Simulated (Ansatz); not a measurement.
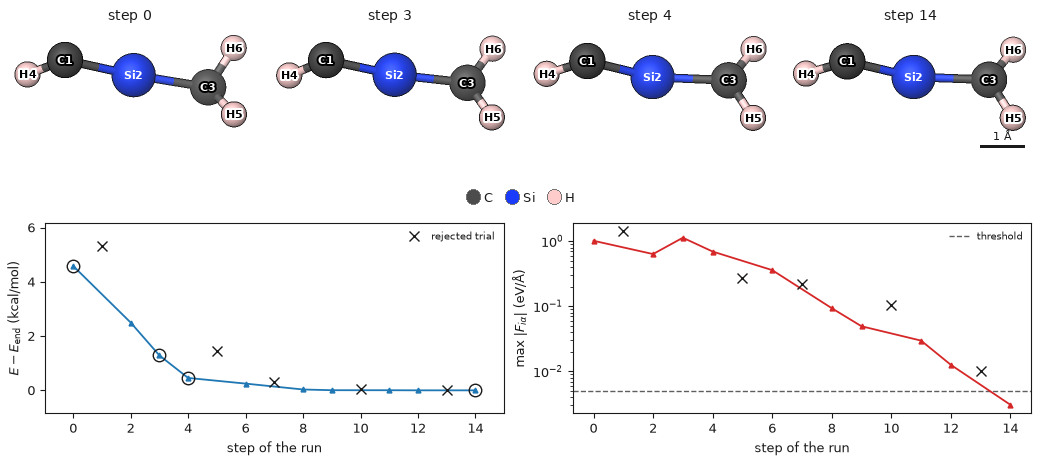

Frames of a relaxation of C₂H₃Si (charge −1), marked on the history of the run. Style: ball-and-stick. Shown at a tilt.

The calculation used RKS PBE0-D4/def2-TZVPD (Ansatz).

Input file:
```yaml
crystal:
  periodic: [false, false, false]
  atoms:
    - {symbol: C, position_ang: [-1.620550, -1.093090, -0.754330]}
    - {symbol: Si, position_ang: [-0.320380, -0.140900, -0.169610]}
    - {symbol: C, position_ang: [1.109740, 0.693340, 0.509750]}
    - {symbol: H, position_ang: [-2.427560, -0.575460, -1.318880]}
    - {symbol: H, position_ang: [2.094210, 0.373570, 0.116940]}
    - {symbol: H, position_ang: [1.164540, 0.742540, 1.616130]}
basis:
  gaussian: {orbitals: def2-TZVPD}
total_charge: -1
hamiltonian: {xc: pbe0, dispersion: d4}
relax: {f_tol: 0.005, max_steps: 200}
```

Command:
```bash
ansatz run in.yaml --threads 2 --pin off --events-out ev --progress --plain --max-ram 4352MiB
```

### What happens along the run?

The largest move after the best rigid fit is that of C3, 0.33 Å. By element the largest moves are C 0.33 Å, H 0.12 Å, Si 0.09 Å. Near-neighbour distances that change, for instance: Si2–C3 1.790 → 1.736 Å, C1–Si2 1.714 → 1.667 Å, C1–H4 1.113 → 1.089 Å. Among the angles between lasting bonds that change: C1–Si2–C3 174.0° → 159.5°, Si2–C1–H4 117.7° → 126.4°, H5–C3–H6 108.8° → 116.0°. After 9 accepted moves (14 points after the start) the energy has fallen by 4.58 kcal/mol. Largest force component: 1 eV/Å at the start, 0.0031 eV/Å at the end. The line search rejected the trial steps at points 1, 5, 7, 10, 13 of the run. The run took 36 s on 2 threads of Arm Neoverse V1 (shared host). From step 0 to 3: C3 moves most (0.19 Å), energy −3.29 kcal/mol. From step 3 to 4: Si2 moves most (0.15 Å), energy −0.83 kcal/mol. From step 4 to 14: C atoms move most (0.04 Å), energy −0.46 kcal/mol.

| step | E − E(0), kcal/mol | largest force component, eV/Å | note |
| --- | --- | --- | --- |
| 0 | 0.00 | 1.0155 |  |
| 1 | 0.74 | 1.4134 | rejected |
| 2 | -2.08 | 0.6347 |  |
| 3 | -3.29 | 1.1308 |  |
| 4 | -4.12 | 0.6939 |  |
| 5 | -3.15 | 0.2763 | rejected |
| 6 | -4.33 | 0.3597 |  |
| 7 | -4.29 | 0.2226 | rejected |
| 8 | -4.55 | 0.0936 |  |
| 9 | -4.58 | 0.0494 |  |
| 10 | -4.53 | 0.1034 | rejected |
| 11 | -4.58 | 0.0297 |  |
| 12 | -4.58 | 0.0126 |  |
| 13 | -4.58 | 0.0100 | rejected |
| 14 | -4.58 | 0.0031 |  |
